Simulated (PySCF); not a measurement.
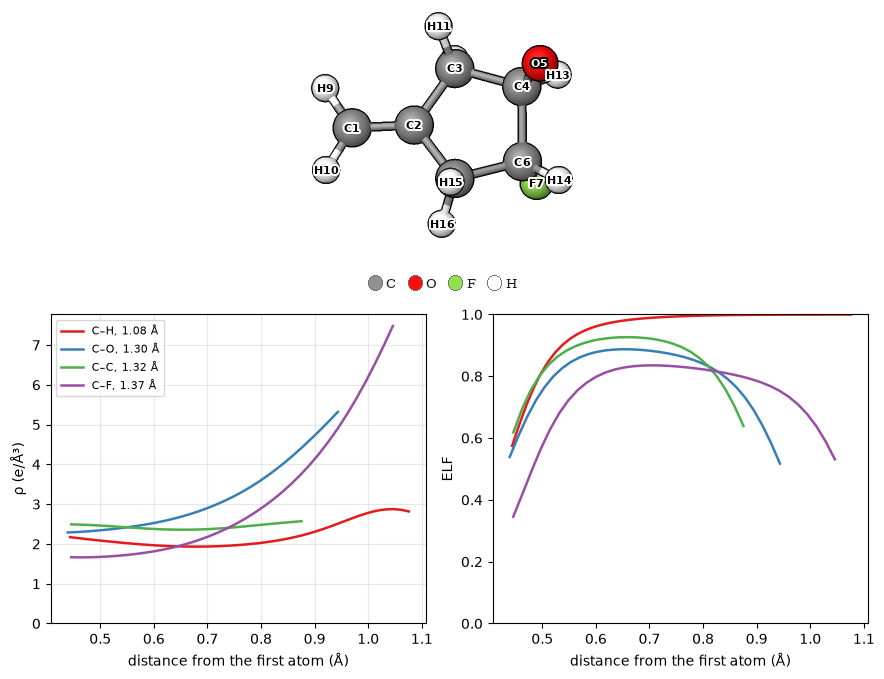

C6H8FO (doublet). Total electron density and electron localisation function along straight lines between neighbouring atoms. The curves leave out the atomic cores. The structure is drawn too.

Geometry: GFN2-xTB.

Theory: UKS B3LYP, pcH-1 on C F H O, non-relativistic, mean-field spin-orbit, GIAO in PySCF.

```yaml
atoms:
  - { symbol: C, position_ang: [2.0604, 0.3405, 0.9034] }
  - { symbol: C, position_ang: [0.8491, 0.1543, 0.4095] }
  - { symbol: C, position_ang: [-0.1182, -0.9077, 0.8522] }
  - { symbol: C, position_ang: [-1.4300, -0.5999, 0.0929] }
  - { symbol: O, position_ang: [-2.3720, 0.0079, 0.7536] }
  - { symbol: C, position_ang: [-0.9634, 0.2071, -1.1934] }
  - { symbol: F, position_ang: [-0.5813, -0.6662, -2.1797] }
  - { symbol: C, position_ang: [0.2319, 0.9923, -0.6846] }
  - { symbol: H, position_ang: [2.4493, -0.2738, 1.6962] }
  - { symbol: H, position_ang: [2.7035, 1.1223, 0.5380] }
  - { symbol: H, position_ang: [-0.2962, -0.8735, 1.9270] }
  - { symbol: H, position_ang: [0.2592, -1.8984, 0.5926] }
  - { symbol: H, position_ang: [-1.8428, -1.5348, -0.3570] }
  - { symbol: H, position_ang: [-1.7847, 0.8074, -1.5912] }
  - { symbol: H, position_ang: [-0.1073, 1.9456, -0.2752] }
  - { symbol: H, position_ang: [0.9348, 1.1859, -1.4959] }
```

> What can be read from the curves?

C–H (1.08 Å): the density is about 2 e/Å³ at the midpoint; the ELF climbs to about 1 towards the hydrogen, as it does in any bond to H (a covalent bond by its length).
C–O (1.30 Å): the density is about 2.7 e/Å³ at the midpoint; the ELF peaks at about 0.90 between the atoms (a polar covalent bond).
C–C (1.32 Å): ρ at the midpoint is about 2.4 e/Å³; the ELF peaks at about 0.95 between the atoms: a short, multiple covalent bond.
C–F (1.37 Å): ρ is about 2.1 e/Å³ halfway, with its minimum of 1.7 e/Å³ about 0.5 Å from C; the ELF peaks at about 0.85 between the atoms (a shared but strongly polarised pair).
